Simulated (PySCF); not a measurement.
## Electronic structure of C₅H₉ClOSi (SMILES C=CCC(=O)[SiH2]CCl) in real space

Input file:

```
{"job": {"kind": "nmr", "xc": "PBE0", "basis": "pcSseg-1"}, "charge": 0, "multiplicity": 1}
C     -2.320845     0.494342    -1.071026
C     -2.151812    -0.139169     0.074820
C     -1.219404    -1.295302     0.269261
C     -0.017871    -0.759336     1.024854
O      0.063535    -0.829535     2.228372
Si     1.362778     0.087741    -0.022891
C      2.551216     0.883380     1.233563
Cl     3.900587     1.662008     0.358950
H     -2.995755     1.327793    -1.163594
H     -1.805126     0.192572    -1.967957
H     -2.676277     0.179979     0.964977
H     -0.896655    -1.692407    -0.692395
H     -1.708451    -2.070519     0.861597
H      0.784620     1.103703    -0.899976
H      2.052272    -0.950929    -0.790701
H      2.993313     0.157028     1.912515
H      2.076876     1.660682     1.829394
```

Launched as:

```sh
OMP_NUM_THREADS=1 python probes_run.py task.json out
```

Geometry: GFN2-xTB.

All numbers below come from PBE0/pcSseg-1, SCF density, gas phase, non-relativistic in PySCF.

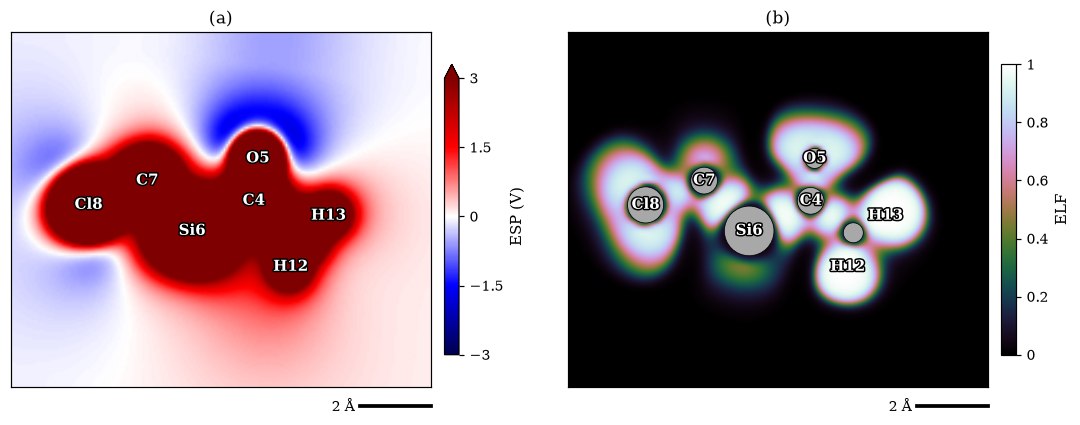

Figure 1. (a) molecular electrostatic potential; (b) ELF on the plane of atoms C4, Si6 and C7. Grey discs cover the atomic cores in the ELF map.

Q: What do the fields say about this system?

A: The section cuts through C, O, Si, Cl and H sites. C–O (1.21 Å): the ELF peaks at about 0.85 between the atoms; a short, multiple covalent bond. C–Cl (1.79 Å): the ELF peaks at about 0.90 between the atoms: a shared electron pair. C–Si (1.90 Å): the ELF peaks at about 0.95 between the atoms, as expected for a shared electron pair. The ELF also peaks beside Cl8 and O5, away from the bonds: lone-pair regions. Outside the dense part of the molecule the potential is most negative (−1.7 V) near O5.

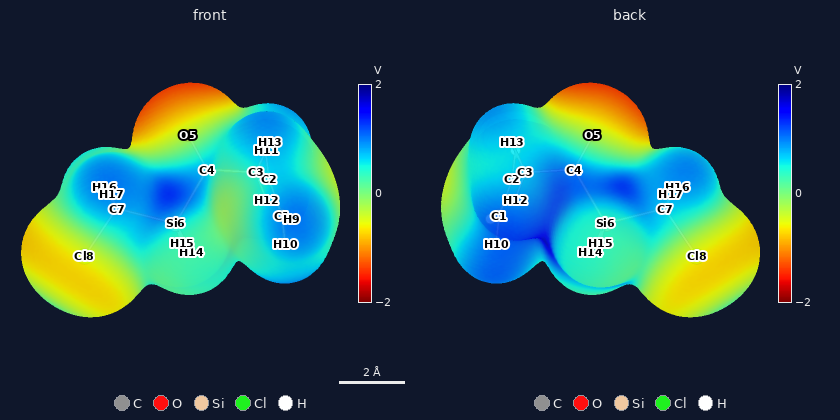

Figure 2. The molecular electrostatic potential painted on the density surface at 0.002 e/bohr³, seen from the front and from behind; red is negative and blue positive.

Q: Which sites attract a positive test charge, and which a negative one?

A: A positive charge is drawn to the negative regions and a negative charge to the positive ones. The most negative region (about −1.4 V) lies over O5, the most positive (about +1.6 V) over Si6. O5 is the likeliest acceptor of a hydrogen bond.
